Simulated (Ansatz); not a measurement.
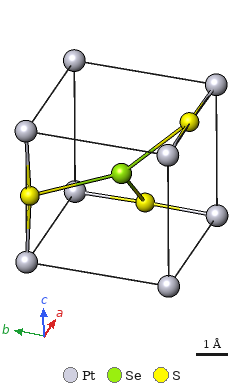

This is the input geometry for a relaxation of solid PtSeS3 (a generated structure, set up in R32) (coarse preliminary run). Style: ball-and-stick. Shown: the cell of the calculation, from a free direction.

Method: Ansatz 0.2.0, DFT PBE, scalar-relativistic, plane waves, PAW.

The input:
```yaml
crystal:
  lattice:
    - [3.51981396, 2.03216554, 2.89764972]
    - [-3.51981396, 2.03216554, 2.89764972]
    - [0.0, -4.06433107, 2.89764972]
  atoms:
    - { symbol: Pt, position: [0.0, 0.0, 0.0] }
    - { symbol: Se, position: [0.5, 0.5, 0.5] }
    - { symbol: S, position: [0.5, 0.01860029, 0.98139971] }
    - { symbol: S, position: [0.01860029, 0.98139971, 0.5] }
    - { symbol: S, position: [0.98139971, 0.5, 0.01860029] }
basis:
  ecutwfc: 420
kpoints:
  mp_grid: { grid: [3, 3, 3] }
hamiltonian:
  xc: pbe
scf:
  occupations: { method: gaussian, width: 0.1 }
  lower_state_search: "off"
output:
  forces: true
  stress: true
  eigenvalues: true
relax:
  adjacent_minimum: "off"
  f_tol: 0.04
  max_steps: 70
  cell: { stress_tol: 0.4 }
```

Launched with:
```bash
ansatz run input.yaml --threads 1 --pin off --max-ram 2560MiB --backend cpu --events-out ev --progress --plain --runs-dir out
```

Where does the relaxation end?

Answer. Over 9 accepted moves (10 points after the start) the energy falls by 474 meV per atom. The largest force component goes from 0.26 to 0.0051 eV/Å. Pressure: −10.05 GPa at the start and 0.12 GPa at the end. At 1 point the geometry stayed and the basis and grid were re-selected for the new cell (energy shift of 0.3 meV per atom at most each time). The largest moves relative to the cell, 0.48 Å, are those of S3, S4 and S5. S4 goes along [1 −1 0]. Pt and Se stay in place. The volume changes by −17.1 %, with a = b = c 4.992 → 4.785 Å (−4.1 %), α 89.7° → 77.8°, β 89.7° → 77.8°, γ 89.7° → 77.8°. Near-neighbour distances that change, for instance: Se2–S3 3.389 → 2.416 Å, Se2–S3 (another image) 3.542 → 3.770 Å, Se2–S3 (another image) 3.651 → 3.593 Å, Pt1–S3 2.499 → 2.464 Å. Bond angles that change, for instance: S3–Pt1–S4 94.6° → 121.3°, S3–Pt1–S3 174.0° → 152.4°, Pt1–S5–Pt1 174.0° → 152.4°. The space group stays R32 (No. 155). Cost: 36 s on 1 thread of Arm Neoverse V1 (shared host), peak memory 0.35 GiB.

Final geometry:

```xyz
5
Lattice="3.0049 1.7349 3.2955 -3.0049 1.7349 3.2955 0.0000 -3.4697 3.2955" Properties=species:S:1:pos:R:3 pbc="T T T"
Pt    0.0000    3.4697    6.5911
Se    0.0000    0.0000    4.9433
S     1.2082   -2.0926    4.9433
S    -2.4163    0.0000    4.9433
S     1.2082    2.0926    4.9433
```

The end point in the same view:

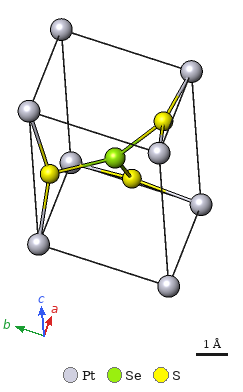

Limits of the set-up: the k-point mesh is coarse for a cell with partly filled bands.
